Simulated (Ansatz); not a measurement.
## Hf (P6_3/mmc): the Drude term of Re ε in the infrared

Re ε of Hf (P6_3/mmc) along x at low photon energies is read from one computed spectrum; the carriers' damping was typed as γ = 0.05 eV. x, y and z are the Cartesian axes of the input cell.

It takes space group P6_3/mmc (No. 194, hexagonal). The conventional cell has a = 3.197 Å, b = 3.197 Å, c = 5.058 Å, α = 90.00°, β = 90.00°, γ = 120.00°. Hf on site c is surrounded by 12 Hf at 3.13 to 3.20 Å.

Method: Ansatz 0.2.0, PBEsol, independent particles, k-mesh 15×15×8 with interpolation inside its cells, Gaussian parameter 0.1 eV.

Launch of the response step: `ansatz run input.yaml --threads 4 --pin off --max-ram 8192MiB --backend cpu --events-out ev --progress --plain --runs-dir out`. The run took 81 s, on 4 threads of Intel(R) Xeon(R) Processor @ 2.50GHz (Skylake/Cascade Lake) (shared host).

```tsv
photon energy E (eV)	wavelength (µm)	Re ε
0.25	4.96	-217.8
0.30	4.13	-144.1
0.35	3.54	-99.0
0.40	3.10	?
0.50	2.48	-27.1
0.60	2.07	0.1
0.70	1.77	17.4
```

A Drude term over a constant background gives Re ε = ε_b − ωp²/(E² + γ²), linear in 1/(E² + γ²).

Working, on the rows shown:

| x = 1/(E² + γ²) (eV⁻²) | y = Re ε |
| --- | --- |
| 15.3846 | -217.8 |
| 10.8108 | -144.1 |
| 8 | -99 |
| 3.9604 | -27.1 |
| 2.75862 | 0.1 |
| 2.03046 | 17.4 |

Means: x̄ = 7.1575, ȳ = -78.417. Σ(x − x̄)(y − ȳ) = -2405, Σ(x − x̄)² = 137.6. Slope = -2405 / 137.6 = -17.48; intercept = ȳ − slope · x̄ = 46.669. The line misses the rows shown by at most 6.2.

Task: Predict the last column of the withheld row from the fit.

Result: At x = 6.1538 the line gives y = -60.877. The run gave -68.6, so the interpolation is off by 7.7, 3 % of the range in the table.

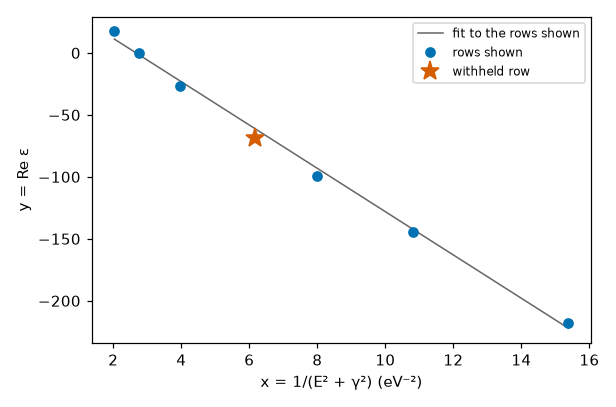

Refitted with all rows, the slope is -17.43 and the intercept 45.229. These give ωp = √(−slope) = 4.17 eV, against 4.10 eV from the program's Fermi-surface sum, and an intercept of 45.2. Taking the program's Drude term off the rows leaves 41 at the lowest energy and 51 at the highest, so the background isn't constant: interband transitions lie in or near the window, and neither fitted number can be trusted. The values come from a sum over the points of one k-mesh and carry its error, which is largest for Fermi-surface quantities. Spin-orbit coupling is left out.

[Logs are printed without paths, hosts, clocks, repeated set-up lines and the standing remarks that a program may print on its own settings, such as how far it seeks lower states.]
